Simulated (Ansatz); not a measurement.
A computed series for Sr3SnO: pressure series

The reference is Sr₃SnO in the anti-perovskite structure (space group Pm-3m, No. 221; a = 5.092 Å).

Cell and atoms are relaxed at each pressure.

Method: Ansatz (a program for electronic structure), PBEsol, PAW, cutoff 420 eV, no spin-orbit coupling.

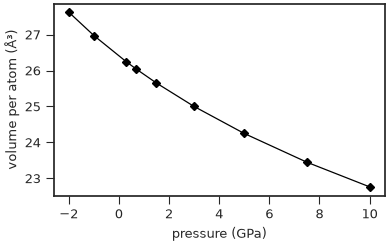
Volume against pressure

Question: Estimate the zero-pressure bulk modulus from the plot.

Answer: About 49 GPa; a third-order Birch–Murnaghan fit to the points gives V₀ = 26.41 Å³/atom, B₀ = 49 GPa and B₀′ = 4.3.

Load acts through the strain it causes; cell and atoms are relaxed under it. Stability against distortions was not tested. No other phases were tried under pressure. All final runs are without spin polarisation.
